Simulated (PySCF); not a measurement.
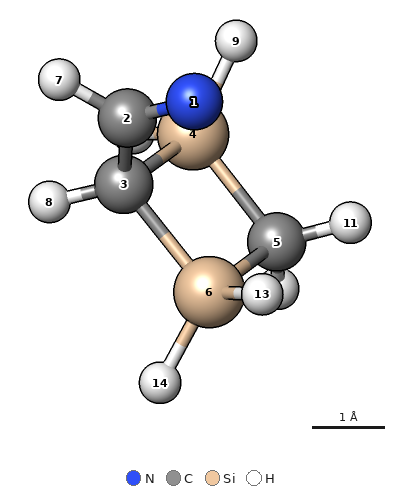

*The structure as given in the input (ball-and-stick view, seen at a tilt; atoms are numbered from 1 in the order of the input).*

## Run report: C$_{3}$H$_{8}$NSi$_{2}$, EPR calculation

System: C$_{3}$H$_{8}$NSi$_{2}$, multiplicity 2, SMILES [N]=CC1[SiH2]C[SiH2]1.
Method: UKS B3LYP, pcH-1 on C H N Si, non-relativistic, mean-field spin-orbit, GIAO (PySCF 2.14.0).

It belongs to a series of runs on one base structure; here: H added to sp C.

Input
```
{"job": {"kind": "epr", "basis": "pcH-1"}, "charge": 0, "multiplicity": 2}
N     -1.484920    -1.488506     1.519916
C     -1.555567    -1.269669     0.319232
C     -0.562398    -0.591795    -0.560823
Si    -0.534144     1.327292    -0.276325
C      1.276689     1.126571     0.309458
Si     1.263564    -0.775479     0.042377
H     -2.459053    -1.570439    -0.237065
H     -0.745914    -0.873760    -1.597513
H     -1.484033     1.784758     0.732267
H     -0.709166     2.062508    -1.532145
H      1.438531     1.423667     1.341815
H      2.007430     1.664509    -0.288168
H      1.402123    -1.588950     1.240843
H      2.146179    -1.231179    -1.036036
```

The first line tells a small driver script what to run in PySCF; the rest is the geometry in Å.

Hardware: 1 CPU thread, shared host.

Command:
```bash
OMP_NUM_THREADS=1 python <driver script> task.json out
```

What the program printed
```
UKS, coarse grid
  cycle   1  E = -752.75470052  |g| = 3.97e-01
  cycle   2  E = -752.68184511  |g| = 5.46e-01
  cycle   3  E = -752.82942103  |g| = 9.00e-02
  cycle   4  E = -752.83145960  |g| = 5.89e-02
  cycle   5  E = -752.83305703  |g| = 1.36e-02
  cycle   6  E = -752.83317155  |g| = 4.39e-03
  cycle   7  E = -752.83319319  |g| = 1.78e-03
  cycle   8  E = -752.83319897  |g| = 9.63e-04
UKS, final grid
  cycle   1  E = -752.83318609  |g| = 1.05e-03
  cycle   2  E = -752.83318593  |g| = 1.47e-03
  cycle   3  E = -752.83318702  |g| = 3.21e-04
  cycle   4  E = -752.83318711  |g| = 2.04e-04
  cycle   5  E = -752.83318720  |g| = 1.07e-04
  cycle   6  E = -752.83318720  |g| = 1.09e-05
E = -752.83318720 Eh   <S^2> = 0.7584 (exact 0.7500)
g shifts (ppm)      1          2          3
  rmc          -206       -206       -206
  gc             47         -4         26
  oz_so        -286        226       2912
  total        -445         16       2732
hyperfine (MHz)  atom isotope    a_iso     a_fc   dipolar eigenvalues
    0   14N      22.16      22.19    -45.28    -35.47     80.76
    1   13C     -65.69     -65.70    -16.31     -0.48     16.80
    2   13C      97.13      97.17     -9.62     -8.74     18.36
    3  29Si      12.32      12.34     -0.76     -0.11      0.88
    4   13C       2.65       2.64     -0.49     -0.36      0.85
    5  29Si       5.84       5.84     -1.24      0.24      1.01
    6    1H     265.69     265.70     -5.78     -3.13      8.91
    7    1H      -4.93      -4.92     -5.60     -2.06      7.66
    8    1H      -0.02      -0.02     -1.76     -1.76      3.52
    9    1H      -0.90      -0.90     -0.81     -0.71      1.52
   10    1H       1.31       1.31     -1.23     -0.98      2.21
   11    1H       0.64       0.64     -0.76     -0.61      1.37
   12    1H       1.50       1.50     -3.52     -2.86      6.38
   13    1H      -1.34      -1.35     -1.10     -0.75      1.85
```

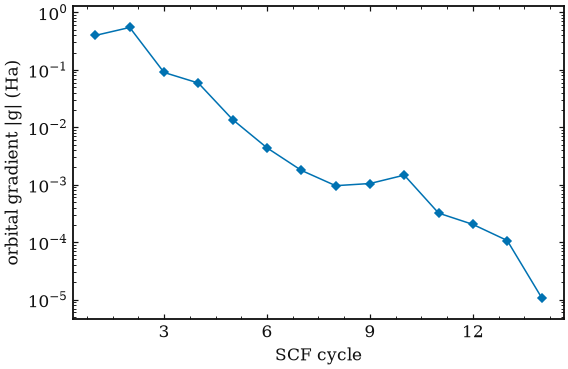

*Convergence of the self-consistent field: orbital gradient |g| against the SCF cycle.*

All cycles printed in the log are drawn one after another.

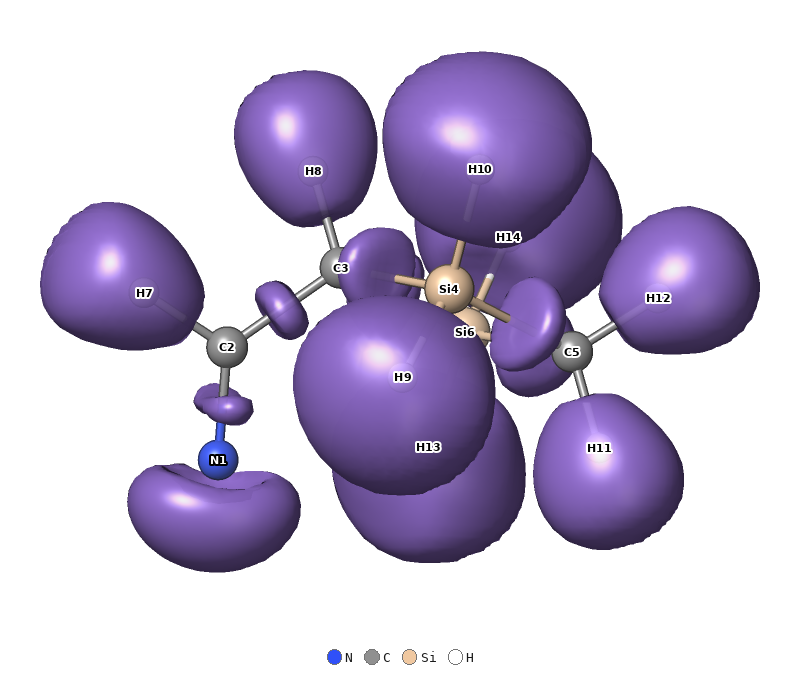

*Isosurface of the ELF at 0.85 (purple), seen from the side. Core shells and regions of very low density are left out.*

Values along the shortest contacts: C–N (1.22 Å): the ELF peaks at about 0.95 between the atoms; a multiple bond by its length, whose ELF region spreads away from the axis. C–C (1.49 Å): the ELF peaks at about 0.95 between the atoms, which marks a covalent bond.

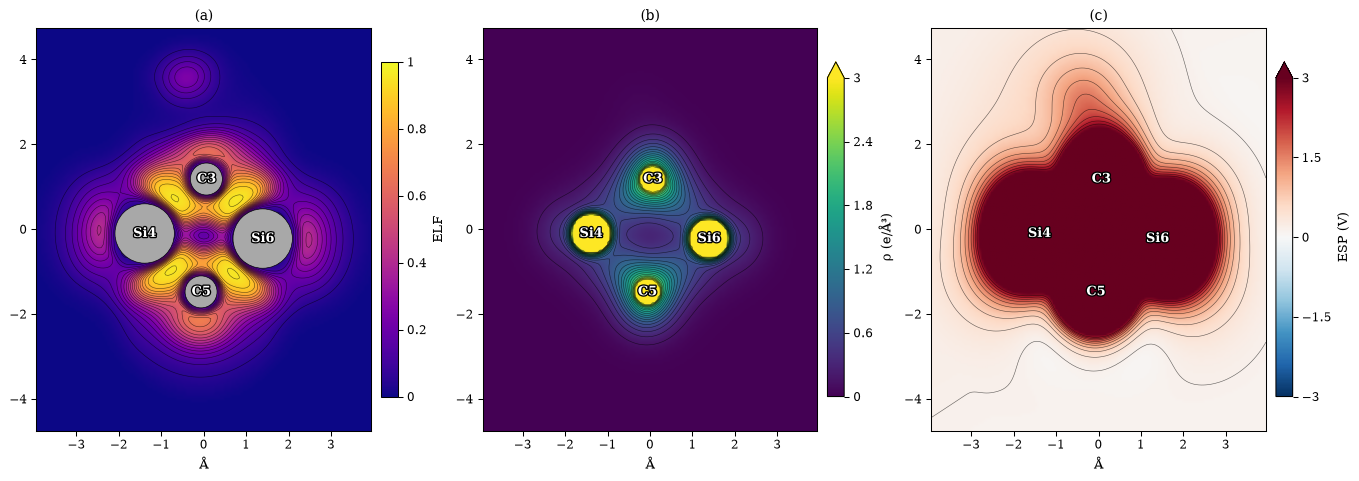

*(a) electron localisation function; (b) electron density; (c) electrostatic potential on the plane of atoms Si4, C3 and Si6. Grey discs, where drawn, cover atomic cores.*

The section cuts through C and Si sites. C–Si (1.91 Å): ρ is about 0.89 e/Å³ halfway; the ELF peaks at about 0.95 between the atoms (localised, shared-pair bonding). The potential has no marked negative region in this plane.

Summary

```csv
quantity,value
outcome,converged
total energy,−752.833187 hartree
⟨S²⟩,0.758
isotropic g,2.0031
wall time,52 s
peak memory,0.91 GiB
```
